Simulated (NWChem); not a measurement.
**CH5AlBF: energy and gradient calculation (part 1 of 2)**

The run: energy and gradient calculation of CH5AlBF. Method and program: HF/STO-3G, RHF (NWChem 7.3.0).

The geometry comes from this level: GFN2-xTB.

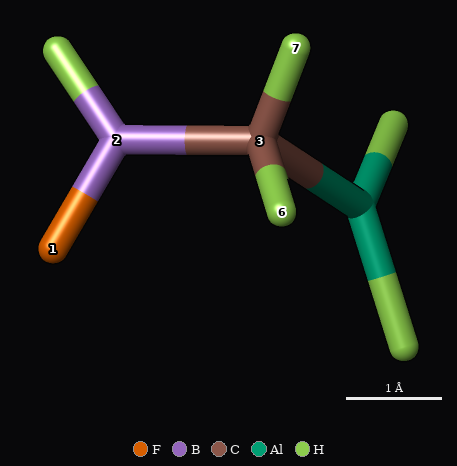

Figure 1. The structure (stick view, seen at a tilt; atoms are numbered from 1 in the order of the input). Sticks mark near contacts.

Input
```
START mol
memory total 2200 mb

GEOMETRY noautosym nocenter noautoz
F    -1.487140    1.639580    0.341260
B    -0.185540    1.418940    0.189960
C     0.395170    0.062290    0.654960
Al   -0.019750   -1.349390   -0.710550
H     0.414490    2.283920   -0.333200
H    -0.133660   -0.319820    1.542030
H     1.469210    0.098620    0.867700
H    -1.220280   -2.308290   -0.521180
H     0.767520   -1.525850   -2.030960
END

BASIS spherical bse
F library STO-3G
B library STO-3G
C library STO-3G
Al library STO-3G
H library STO-3G
END

SCF
singlet
rhf
thresh 1e-08
maxiter 80
END

TASK scf gradient
```

Hardware: 1 thread of AMD EPYC (Zen 5), 16 GiB of memory available, shared host.

Run as:
```bash
nwchem mol.nw > mol.out
```

The program's output
```
Northwest Computational Chemistry Package (NWChem) 7.3.0
             --------------------------------------------------------

           Job information
           ---------------

    nwchem branch   = 7.3.0
    use scalapack   = T
    input           = mol.nw
    prefix          = mol.
    data base       = ./mol.db
    status          = startup
    nproc           =        1

           Memory information
           ------------------

    heap     =     72089598 doubles =      550.0 Mbytes
    stack    =     72089595 doubles =      550.0 Mbytes
    global   =    144179200 doubles =     1100.0 Mbytes (distinct from heap & stack)
    total    =    288358393 doubles =     2200.0 Mbytes
    verify   = yes
    hardfail = no

           Directory information
           ---------------------

  0 permanent = .
  0 scratch   = .

                                NWChem Input Module
                                -------------------

 Scaling coordinates for geometry "geometry" by  1.889725989
 (inverse scale =  0.529177249)

                             Geometry "geometry" -> ""
                             -------------------------

 Output coordinates in angstroms (scale by  1.889725989 to convert to a.u.)

  No.       Tag          Charge          X              Y              Z
 ---- ---------------- ---------- -------------- -------------- --------------
    1 F                    9.0000    -1.48714000     1.63958000     0.34126000
    2 B                    5.0000    -0.18554000     1.41894000     0.18996000
    3 C                    6.0000     0.39517000     0.06229000     0.65496000
    4 Al                  13.0000    -0.01975000    -1.34939000    -0.71055000
    5 H                    1.0000     0.41449000     2.28392000    -0.33320000
    6 H                    1.0000    -0.13366000    -0.31982000     1.54203000
    7 H                    1.0000     1.46921000     0.09862000     0.86770000
    8 H                    1.0000    -1.22028000    -2.30829000    -0.52118000
    9 H                    1.0000     0.76752000    -1.52585000    -2.03096000

      Atomic Mass
      -----------

      F                 18.998400
      B                 11.009310
      C                 12.000000
      Al                26.981540
      H                  1.007825

 Effective nuclear repulsion energy (a.u.)     130.4749639763

            Nuclear Dipole moment (a.u.)
            ----------------------------
        X                 Y               Z
 ---------------- ---------------- ----------------
   -20.5987880632     5.5013136062    -3.3294326302

            XYZ format geometry
            -------------------
     9
 geometry
 F                    -1.48714000     1.63958000     0.34126000
 B                    -0.18554000     1.41894000     0.18996000
 C                     0.39517000     0.06229000     0.65496000
 Al                   -0.01975000    -1.34939000    -0.71055000
 H                     0.41449000     2.28392000    -0.33320000
 H                    -0.13366000    -0.31982000     1.54203000
 H                     1.46921000     0.09862000     0.86770000
 H                    -1.22028000    -2.30829000    -0.52118000
 H                     0.76752000    -1.52585000    -2.03096000

 ==============================================================================
                                internuclear distances
 ------------------------------------------------------------------------------
       center one      |      center two      | atomic units |  angstroms
 ------------------------------------------------------------------------------
    2 B                |   1 F                |     2.51109  |     1.32881
    3 C                |   2 B                |     2.92386  |     1.54724
    4 Al               |   3 C                |     3.79342  |     2.00739
    5 H                |   2 B                |     2.22147  |     1.17555
    6 H                |   3 C                |     2.08090  |     1.10116
    7 H                |   3 C                |     2.07021  |     1.09551
    8 H                |   4 Al               |     2.92549  |     1.54810
    9 H                |   4 Al               |     2.92414  |     1.54739
 ------------------------------------------------------------------------------
                         number of included internuclear distances:          8
 ==============================================================================

 ==============================================================================
                                 internuclear angles
 ------------------------------------------------------------------------------
        center 1       |       center 2       |       center 3       |  degrees
 ------------------------------------------------------------------------------
    1 F                |   2 B                |   3 C                |   118.62
    1 F                |   2 B                |   5 H                |   115.37
    3 C                |   2 B                |   5 H                |   125.97
    2 B                |   3 C                |   4 Al               |   109.55
    2 B                |   3 C                |   6 H                |   111.48
    2 B                |   3 C                |   7 H                |   113.41
    4 Al               |   3 C                |   6 H                |   101.81
    4 Al               |   3 C                |   7 H                |   110.98
    6 H                |   3 C                |   7 H                |   109.02
    3 C                |   4 Al               |   8 H                |   120.84
    3 C                |   4 Al               |   9 H                |   123.74
    8 H                |   4 Al               |   9 H                |   115.36
 ------------------------------------------------------------------------------
                            number of included internuclear angles:         12
 ==============================================================================

                      Basis "ao basis" -> "" (spherical)
                      -----
  [basis functions not shown]

 Summary of "ao basis" -> "" (spherical)
 ------------------------------------------------------------------------------
       Tag                 Description            Shells   Functions and Types
 ---------------- ------------------------------  ------  ---------------------
 F                           STO-3G                  3        5   2s1p
 B                           STO-3G                  3        5   2s1p
 C                           STO-3G                  3        5   2s1p
 Al                          STO-3G                  5        9   3s2p
 H                           STO-3G                  1        1   1s

                                 NWChem SCF Module
                                 -----------------

  ao basis        = "ao basis"
  functions       =    29
  atoms           =     9
  closed shells   =    19
  open shells     =     0
  charge          =   0.00
  wavefunction    = RHF
  input vectors   = atomic
  output vectors  = ./mol.movecs
  use symmetry    = F
  symmetry adapt  = F

 Summary of "ao basis" -> "ao basis" (spherical)
 ------------------------------------------------------------------------------
       Tag                 Description            Shells   Functions and Types
 ---------------- ------------------------------  ------  ---------------------
 F                           STO-3G                  3        5   2s1p
 B                           STO-3G                  3        5   2s1p
 C                           STO-3G                  3        5   2s1p
 Al                          STO-3G                  5        9   3s2p
 H                           STO-3G                  1        1   1s

 Forming initial guess at       0.0s

      Superposition of Atomic Density Guess
      -------------------------------------

 Sum of atomic energies:        -400.53592279

      Non-variational initial energy
      ------------------------------

 Total energy =    -400.644017
 1-e energy   =    -821.646873
 2-e energy   =     290.527892
 HOMO         =      -0.129684
 LUMO         =       0.264414

 Starting SCF solution at       0.1s

 ----------------------------------------------
         Quadratically convergent ROHF

 Convergence threshold     :          1.000E-08
 Maximum no. of iterations :           80
 Final Fock-matrix accuracy:          1.000E-10
 ----------------------------------------------

              iter       energy          gnorm     gmax       time
             ----- ------------------- --------- --------- --------
                 1     -401.7231039136  8.17D-01  2.23D-01      0.1
                 2     -401.7949669027  2.13D-01  7.21D-02      0.2
                 3     -401.7997021260  7.73D-03  2.35D-03      0.3
                 4     -401.7997098719  3.98D-05  1.79D-05      0.6
                 5     -401.7997098722  6.66D-10  2.39D-10      1.1

       Final RHF  results
       ------------------

         Total SCF energy =   -401.799709872206
      One-electron energy =   -820.015700482651
      Two-electron energy =    287.741026634130
 Nuclear repulsion energy =    130.474963976316

        Time for solution =      1.0s

             Final eigenvalues
             -----------------

              1
    1  -57.8094
    2  -25.9298
    3  -10.9331
    4   -7.4195
    5   -4.7345
    6   -2.9625
    7   -2.9615
    8   -2.9610
    9   -1.4880
   10   -0.8644
   11   -0.6300
   12   -0.5650
   13   -0.5120
   14   -0.5080
   15   -0.4816
   16   -0.4633
   17   -0.3802
   18   -0.3454
   19   -0.3175
   20    0.2777
   21    0.3470
   22    0.4460
   23    0.6287
   24    0.6796
   25    0.6996
   26    0.7207
   27    0.7614
   28    0.8422
   29    0.9064

                       ROHF Final Molecular Orbital Analysis
                       -------------------------------------

 Vector    9  Occ=2.000000D+00  E=-1.487982D+00
              MO Center= -1.4D+00,  1.6D+00,  3.3D-01, r^2= 3.9D-01
   Bfn.  Coefficient  Atom+Function         Bfn.  Coefficient  Atom+Function
  ----- ------------  ---------------      ----- ------------  ---------------
     2      0.942086  1 F  s                  1     -0.250243  1 F  s

 Vector   10  Occ=2.000000D+00  E=-8.644178D-01
              MO Center=  3.6D-01,  1.6D-01,  7.1D-01, r^2= 1.2D+00
   Bfn.  Coefficient  Atom+Function         Bfn.  Coefficient  Atom+Function
  ----- ------------  ---------------      ----- ------------  ---------------
    12      0.624984  3 C  s                 11     -0.215804  3 C  s
    26      0.205030  6 H  s                 27      0.200523  7 H  s
     7      0.180448  2 B  s

 Vector   11  Occ=2.000000D+00  E=-6.300498D-01
              MO Center= -6.4D-01,  1.5D+00,  2.2D-01, r^2= 1.9D+00
   Bfn.  Coefficient  Atom+Function         Bfn.  Coefficient  Atom+Function
  ----- ------------  ---------------      ----- ------------  ---------------
     3      0.538282  1 F  px                 7      0.463642  2 B  s
     2     -0.321491  1 F  s                 25      0.279299  5 H  s
     6     -0.180755  2 B  s
```
